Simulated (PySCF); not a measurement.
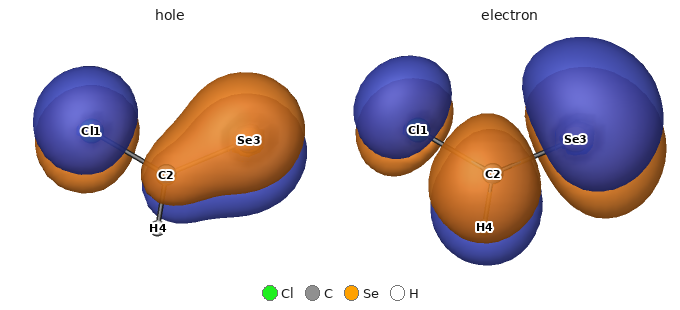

Figure 1: CHClSe, SMILES `ClC=[Se]`. Leading natural transition orbital pair of S₃ (TDA singlet states); the surfaces enclose about 85 % of each orbital's density.

Method: B3LYP/aug-cc-pVDZ; geometry: GFN2-xTB; program: PySCF. No frequency check shows the geometry to be a minimum. GFN2-xTB bond lengths at metals and heavier atoms can be off by up to 0.1 Å and shapes distorted, which carries into these values.

**Give its energy and the atoms that hole and electron lie on.**

4.97 eV (250 nm), f = 0.114 (bright); the leading pair carries 61 %; hole on Se3 (59 %), Cl1 (28 %) and C2 (11 %), electron on Se3 (37 %), C2 (32 %) and Cl1 (26 %) (shares are of the whole state, not of the leading pair alone); their centroids lie 0.4 Å apart. In canonical orbitals it is mainly HOMO−1 → LUMO (59 %). The HOMO–LUMO gap is 3.46 eV.
